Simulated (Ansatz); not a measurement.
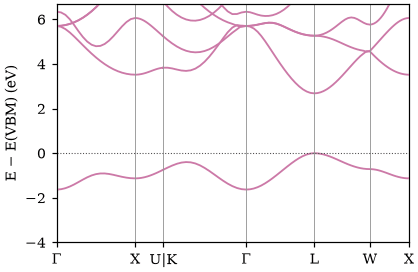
Fig. 1. Band structure from DFT-r²SCAN in the program Ansatz with PAW potentials

Q: Read off the gap and where the band edges lie.

A: About 2.7 eV (2.68 eV by a search for the band edges); maximum at L, minimum at L.

The material is CsH (rock salt, Fm-3m).

The first step of the workflow began from a Materials Project structure, measured or hypothetical; the Crystallography Open Database files this formula in space group No. 225, but the cells were not matched. Whether it is the stable phase at ambient conditions was not checked. Symmetry was held in the r²SCAN relaxation; phonons on a q-mesh show no instability. Spin–orbit coupling is left out wherever it is not named.

Potentials: the later of the program's two PAW sets.
